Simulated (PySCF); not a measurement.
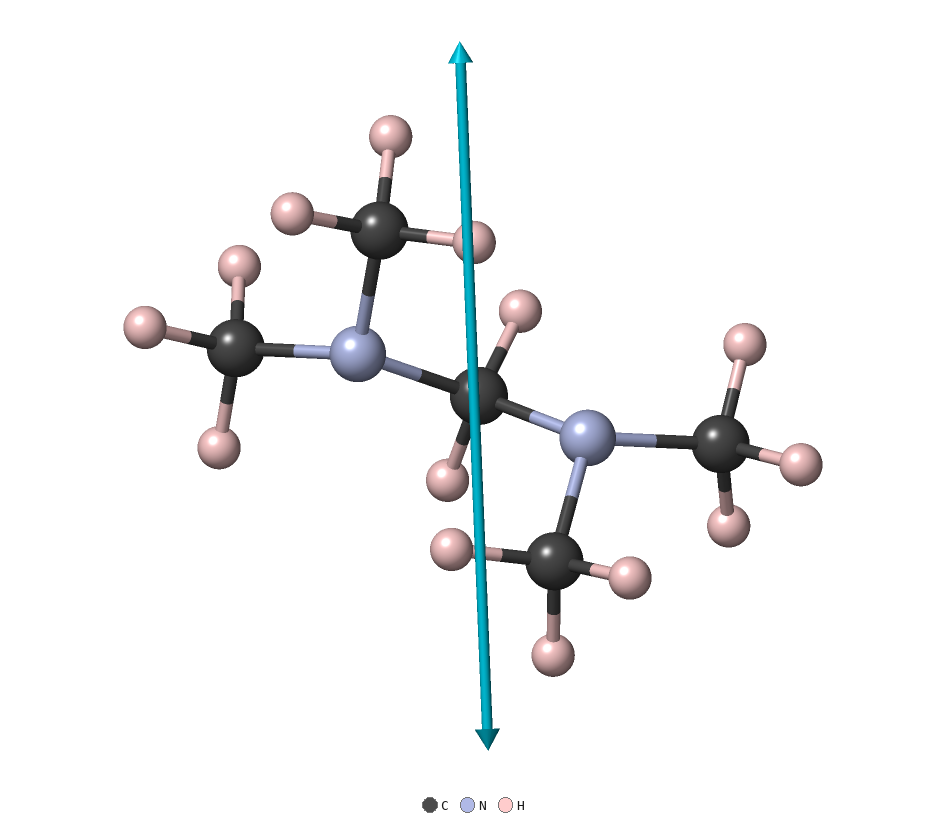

The double arrow shows the direction of the transition dipole to excited singlet state 7 (its length means nothing). Computed geometry: PBE0-D3(BJ)/def2-SVP optimisation. No frequency run is at hand to confirm it as a minimum. Method: TDDFT ωB97X-D/def2-SVPD, vertical, gas phase, core orbitals frozen in the response (PySCF 2.14.0).

Where does the transition lie, and how strong is it?

7.45 eV (166 nm), oscillator strength 0.10, of mixed character, with the largest part HOMO−1 → LUMO+2 (weight 0.44); transition dipole 1.88 D.
